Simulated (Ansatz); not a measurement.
# Which metal carries the most channels in a wire one to two nanometres wide, along the close-packed rows (fcc [110], bcc [111])?

At this width the ballistic limit, the number of open channels for a given cross-section, bounds the conductance of an interconnect. How do the metals compare?

Set-up. Ansatz 0.2.0, plane waves with PAW datasets (set soft 1), PBE, Fermi-Dirac smearing of 0.05 eV, no spin-orbit coupling, spin for Fe and Ni alone, though thin wires of other open-d metals (V, Pd, Pt, Rh, Ir) may turn magnetic. The thickest wire run for each metal, cut from the fcc or bcc crystal and relaxed, which can rearrange its surface; A = n Ω / c for n atoms of bulk volume Ω in the period c as cut; G counts band crossings, half a G₀ a spin, averaged over the Fermi window at 300 K.

The runs side by side:

```
    wire  atoms a period  A (Å²)  G at 300 K (G₀)  count at −25 / 0 / +25 meV  G/A (10¹⁵ S/m²)
Ta [111]              37     235             20.6                20 / 21 / 18             0.68
Ag [110]              37     225             24.8                26 / 24 / 25             0.85
 V [111]              24     124             14.2                17 / 17 / 13             0.89
Nb [111]              37     234             27.4                28 / 32 / 29             0.91
Al [110]              37     214             25.5                31 / 23 / 22             0.92
Au [110]              37     226             28.1                28 / 28 / 28             0.96
 W [111]              37     215             30.2                29 / 30 / 34             1.09
Cu [110]              37     172             24.5                23 / 24 / 26             1.10
Fe [111]              24     111             17.1            17.5 / 17 / 17.5             1.19
Mo [111]              37     213             37.0                36 / 39 / 37             1.34
Ni [110]              37     162             28.1              27 / 28 / 29.5             1.35
Ir [110]              37     196             35.6                34 / 35 / 34             1.41
Pt [110]              37     206             39.0                34 / 39 / 39             1.47
Rh [110]              37     192             36.8                36 / 38 / 40             1.49
```

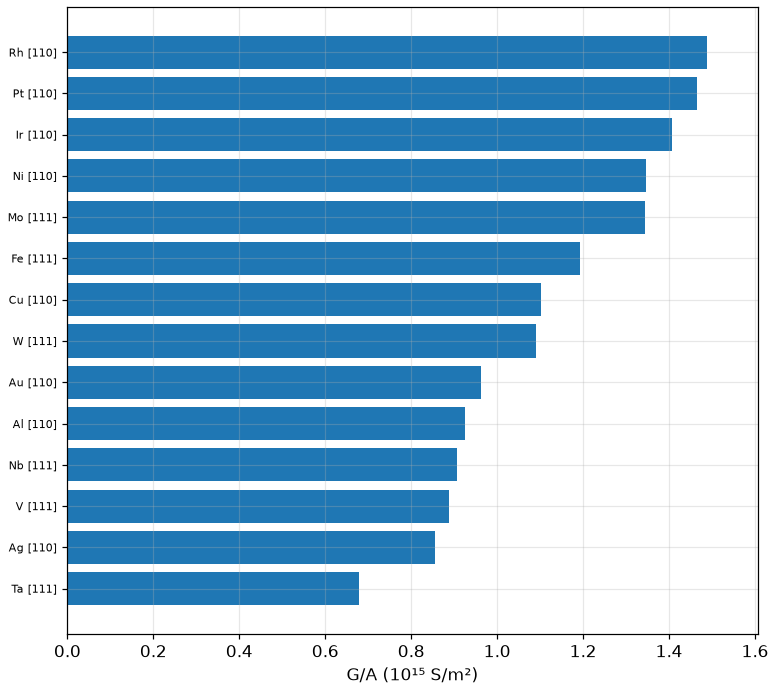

Ballistic conductance per area.

What this shows: G/A runs from 0.68 (Ta [111]) to 1.49 × 10¹⁵ S/m² (Rh [110]). One G₀ per Å² is 7.748 × 10⁻⁵ S / 10⁻²⁰ m² = 7.748 × 10¹⁵ S/m², so for Rh [110] 36.8 G₀ over 192 Å² gives 1.49 × 10¹⁵.

Caveats: Wires differ in width, and the counts show how far a shift of 25 meV in the level moves G, by tens of per cent in some rows, so only large gaps in the ranking mean much. The counts are lower bounds, since opposite crossings within one step of the 90-point path cancel, most where bands are dense. Many slow d channels raise the count but scatter easily; the count says nothing of the mean free path. Runs on some systems are kept out of this data set and are not in the table, so it may lack members of the series.

[Logs are printed without paths, hosts, clocks, repeated set-up lines and the standing remarks that a program may print on its own settings, such as how far it seeks lower states.]
